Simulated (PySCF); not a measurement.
# C2H3Al (ethynylalumane) at 6 levels

Aim: a comparison of 6 runs (B3LYP/def2-TZVP, BLYP/def2-TZVP, M06-2X/def2-TZVP, PBE/def2-TZVP, SVWN5/def2-TZVP, TPSS/def2-TZVP) of C2H3Al (ethynylalumane). 

Program for the calculation: PySCF 2.14.0.

### Step 1. The molecule

The species is C2H3Al (6 atoms), meant as a singlet with charge 0. As SMILES, `C#[C][AlH2]`. The shape is that of a PBE0-D4/def2-TZVP optimisation.

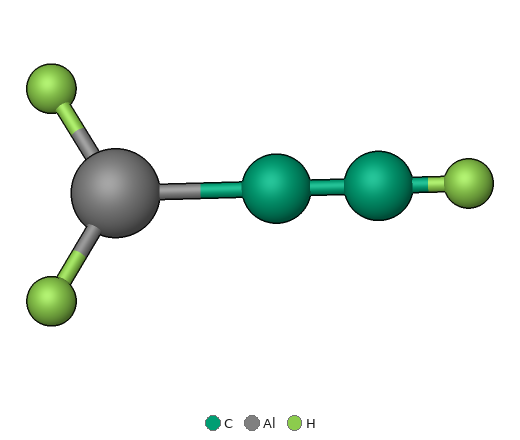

Viewed from a chosen angle; carbon teal, aluminium grey, hydrogen green.

### Step 2. A single-point energy at B3LYP/def2-TZVP (run 1)

Input file job.py:

```python
# C#[C][AlH2]
from pyscf import gto, dft

mol = gto.Mole()
mol.atom = [
    ('C', (-0.792800, -1.637600, -0.298100)),
    ('C', (-0.266100, -0.564200, -0.106200)),
    ('Al', (0.564800, 1.124200, 0.195000)),
    ('H', (-1.257000, -2.583100, -0.467400)),
    ('H', (1.356700, 1.804700, -0.990500)),
    ('H', (0.436600, 1.792000, 1.621000)),
]
mol.charge = 0
mol.spin = 0
mol.verbose = 3
mol.max_memory = 1860
mol.basis = 'def2-tzvp'
mol.build()

mf = dft.RKS(mol)
mf.xc = 'b3lyp'
mf.grids.level = 5
mf.conv_tol = 1e-10
mf.kernel()
if not mf.converged:
    mf = mf.newton().run(mf.mo_coeff, mf.mo_occ)

e_tot = mf.e_tot
print('Final energy', e_tot)
```

Started as:

```sh
$ OMP_NUM_THREADS=1 python job.py
```

What it wrote:

```text
converged SCF energy = -320.433891419582
Final energy -320.43389141958164
```

Wall time 15 s (1 thread of Arm Neoverse V2, shared host); peak memory 0.62 GiB.

### Step 3. A single-point energy at BLYP/def2-TZVP (run 2)

Input file start.xyz:

```xyz
6
C2H3Al
C     -0.792800    -1.637600    -0.298100
C     -0.266100    -0.564200    -0.106200
Al     0.564800     1.124200     0.195000
H     -1.257000    -2.583100    -0.467400
H      1.356700     1.804700    -0.990500
H      0.436600     1.792000     1.621000
```

Input file input.py:

```python
from pyscf import gto, dft

mol = gto.M(
    atom='start.xyz',
    charge=0,
    max_memory=1860,
    basis='def2-tzvp',
    verbose=3,
)

mf = dft.RKS(mol, xc='blyp')
mf.conv_tol = 1e-10
mf.grids.level = 5
mf.kernel()
if not mf.converged:
    mf = mf.newton().run(mf.mo_coeff, mf.mo_occ)

e_final = mf.e_tot
print('E(%s) = %.9f' % ('BLYP', e_final))
```

Started as:

```sh
$ OMP_NUM_THREADS=1 python input.py
```

What it wrote:

```text
converged SCF energy = -320.379616886083
E(BLYP) = -320.379616886
```

Run time: 15 s. Hardware: 1 thread of Arm Neoverse V2, shared host; peak memory 0.62 GiB.

### Step 4. The energy at M06-2X/def2-TZVP (run 3)

Input file run.py:

```python
from pyscf import gto, dft

mol = gto.M(
    atom=[
    ('C', (-0.792800, -1.637600, -0.298100)),
    ('C', (-0.266100, -0.564200, -0.106200)),
    ('Al', (0.564800, 1.124200, 0.195000)),
    ('H', (-1.257000, -2.583100, -0.467400)),
    ('H', (1.356700, 1.804700, -0.990500)),
    ('H', (0.436600, 1.792000, 1.621000)),
],
    basis='def2-tzvp',
    verbose=4,
    spin=0,
    max_memory=1860,
)

mf = dft.RKS(mol)
mf.xc = 'm06-2x'
mf.grids.level = 5
mf.conv_tol = 1e-10
mf.kernel()
if not mf.converged:
    mf = mf.newton().run(mf.mo_coeff, mf.mo_occ)

e_tot = mf.e_tot
print(f'total energy: {e_tot:.8f} hartree')
```

Started as:

```sh
$ OMP_NUM_THREADS=1 python run.py
```

What it wrote:

```text
PySCF version 2.14.0

[... 75 lines left out ...]
converged SCF energy = -320.346549526862
total energy: -320.34654953 hartree
```

Wall time 36 s (1 thread of Arm Neoverse V2, shared host); peak memory 0.68 GiB.

Runs 4 to 5 aren't shown in full; the table further down has their settings and results.

### Step 5. The energy at TPSS/def2-TZVP (run 6)

Input file geometry.xyz:

```xyz
6
C2H3Al
C     -0.792800    -1.637600    -0.298100
C     -0.266100    -0.564200    -0.106200
Al     0.564800     1.124200     0.195000
H     -1.257000    -2.583100    -0.467400
H      1.356700     1.804700    -0.990500
H      0.436600     1.792000     1.621000
```

Input file run.py:

```python
from pyscf import gto, dft

system = gto.M(
    atom='geometry.xyz',
    verbose=3,
    basis='def2-tzvp',
    max_memory=1860,
)

mf = dft.RKS(system)
mf.xc = 'tpss'
mf.grids.level = 5
mf.conv_tol = 1e-10
mf.kernel()
if not mf.converged:
    mf = mf.newton().run(mf.mo_coeff, mf.mo_occ)

e_final = mf.e_tot
print('E = %.10f Eh' % e_final)
```

Started as:

```sh
$ OMP_NUM_THREADS=1 python run.py
```

What it wrote:

```text
converged SCF energy = -320.443829309805
E = -320.4438293098 Eh
```

It took 36 s on 1 thread of Arm Neoverse V2, shared host; peak memory 0.68 GiB.

### Step 6. The series

| run | level | energy (Eh) | dipole moment (D) | HOMO energy (eV) | LUMO energy (eV) | wall time |
| --- | --- | --- | --- | --- | --- | --- |
| 1 | B3LYP/def2-TZVP | -320.433891 | 0.56 | -7.82 | -2.07 | 15 s |
| 2 | BLYP/def2-TZVP | -320.379617 | 0.59 | -6.71 | -2.53 | 15 s |
| 3 | M06-2X/def2-TZVP | -320.346550 | 0.48 | -9.25 | -1.28 | 36 s |
| 4 | PBE/def2-TZVP | -320.153643 | 0.60 | -6.86 | -2.65 | 15 s |
| 5 | SVWN5/def2-TZVP | -318.607595 | 0.57 | -6.98 | -2.90 | 11 s |
| 6 | TPSS/def2-TZVP | -320.443829 | 0.61 | -6.92 | -2.44 | 36 s |

### Step 7. Results

| quantity | value |
| --- | --- |
| run 6: total energy | -320.44383 Eh |
| run 6: dipole moment | 0.61 D |
| run 6: HOMO energy | -6.92 eV |
| run 6: LUMO energy | -2.44 eV |
| run 6: HOMO–LUMO gap | 4.48 eV |

The dipole moment (its size) runs from 0.48 D (M06-2X/def2-TZVP) to 0.61 D (TPSS/def2-TZVP). The HOMO–LUMO gap runs from 4.08 eV (SVWN5/def2-TZVP) to 7.96 eV (M06-2X/def2-TZVP). Totals of different functionals can't be ranked against each other. All runs together took 2.1 min, the longest 36 s.
